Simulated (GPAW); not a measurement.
Property calculation, with input and output: CH4AlNS

CH4AlNS, computed with revPBE/real-space grid, scalar-relativistic datasets (GPAW 26.7.0).

The geometry comes from this level: GFN2-xTB.

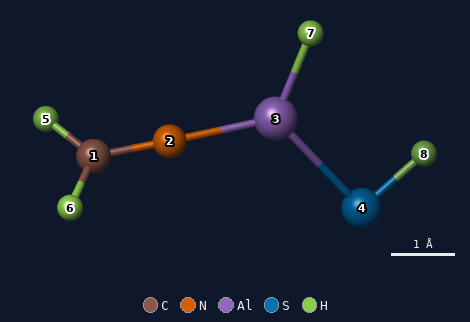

Figure 1. The structure as given in the input (ball-and-stick view, seen at a tilt; atoms are numbered from 1 in the order of the input). Sticks mark near contacts. Bond lengths as drawn: Al–H 1.53 Å, Al–N 1.76 Å, Al–S 2.19 Å, C–H 1.09 Å, C–N 1.25 Å and H–S 1.33 Å.

### Key numbers

| quantity | value |
| --- | --- |
| outcome | converged |
| energy relative to the program's reference atoms | −37.5049 eV |
| largest force | 4.862 eV/Å |
| HOMO | −5.37 eV |
| LUMO | −2.41 eV |
| dipole moment | 1.63 D |
| hardware | 1 thread of Intel Xeon (Granite Rapids), 32 GiB of memory available, shared host |
| wall time | 9.5 s |
| peak memory | 0.41 GiB |

### Remarks

On so coarse a grid the energy depends on the position of the molecule, which gives spurious forces.

### The input (run.py)
```python
import numpy as np
from ase.io import read
from ase.units import Debye
from gpaw import GPAW

# Atomic positions
atoms = read("CH4AlNS.xyz")
atoms.center(vacuum=4.5)

# GPAW settings
dft = GPAW(mode="fd", h=0.25, xc="revPBE", maxiter=100, symmetry="off", txt="CH4AlNS.txt")
atoms.calc = dft

energy = atoms.get_potential_energy()
print(f"Energy = {energy:.5f} eV")
forces = atoms.get_forces()
print("Forces (eV/Ang)")
for symbol, f in zip(atoms.symbols, forces):
    print(f'{symbol:2} {f[0]:9.4f} {f[1]:9.4f} {f[2]:9.4f}')
dipole = atoms.get_dipole_moment() / Debye
print(f"Dipole: {np.linalg.norm(dipole):.3f} D")
homo, lumo = dft.get_homo_lumo()
print(f"HOMO = {homo:.3f} eV")
print(f"LUMO                    {lumo:.3f} eV")
print(f"Gap = {lumo - homo:.3f} eV")
```

### File CH4AlNS.xyz
```
8

C     -0.634440     1.950350    -0.170760
N     -0.113980     0.816980    -0.095100
Al     0.553360    -0.816620    -0.072110
S     -0.420770    -2.466120     0.988460
H     -0.918580     2.404490    -1.125550
H     -0.831810     2.562320     0.714990
H      1.838200    -1.137560    -0.829150
H      0.528030    -3.313850     0.589230
```

Run as:
```bash
python3 -u run.py | tee run.out
```

### Output
```
Energy = -37.50494 eV
Forces (eV/Ang)
C     0.2943   -0.9866    0.9578
N     1.6387   -1.4410   -4.3445
Al   -0.3914    0.2357    0.1555
S    -0.7017    0.1592    0.3377
H    -0.4157    0.4523   -0.8793
H    -0.0785   -0.0533    0.9659
H     1.0141   -0.4293   -0.4704
H     0.3447   -0.0040    0.1882
Dipole: 1.634 D
HOMO = -5.374 eV
LUMO                    -2.406 eV
Gap = 2.968 eV
```

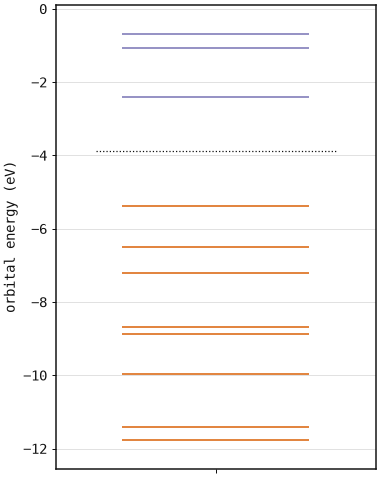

Figure 2. Orbital energies near the frontier; the dotted line parts filled from empty levels, and levels within 0.02 eV of each other stand side by side. Highest filled −5.37 eV, lowest empty −2.41 eV, 2.96 eV apart.
